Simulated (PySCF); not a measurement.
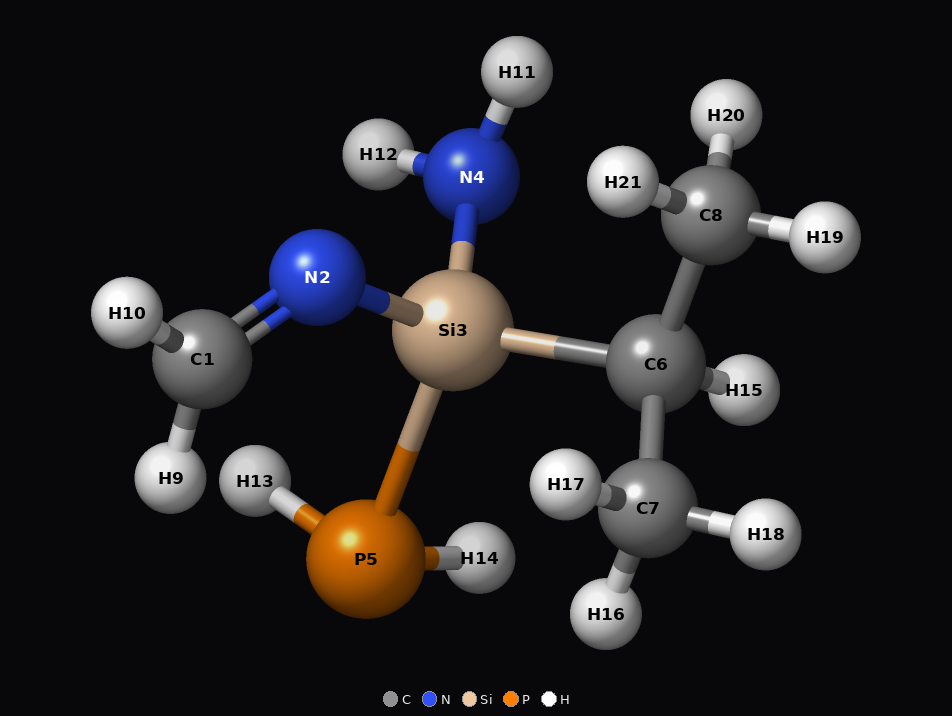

The geometry was computed by an optimisation with GFN2-xTB. No frequency run is at hand to confirm it as a minimum. Electric field gradients from the ground-state density, PBE0/pcSseg-1 (PySCF 2.14.0), non-relativistic apart from any core potentials.

Give the largest field-gradient component, the quadrupole coupling constant and the asymmetry for 14N at N2 (Q = 20.44 mb), 14N at N4 (Q = 20.44 mb), 2H at H9 (Q = 2.86 mb), 2H at H10 (Q = 2.86 mb), 2H at H11 (Q = 2.86 mb), 2H at H12 (Q = 2.86 mb).

```tsv
atom	V_zz (a.u.)	e²qQ/h (MHz)	η
N2	−1.019	−4.90	0.88
N4	−0.928	−4.46	0.31
H9	0.285	0.192	0.04
H10	0.312	0.210	0.01
H11	0.429	0.288	0.17
H12	0.428	0.288	0.16
```

The geometry is semi-empirical. Around P, Si such bond lengths and angles can be off by a tenth of an ångström or more and by several degrees, and values that hang on the shape move with them.
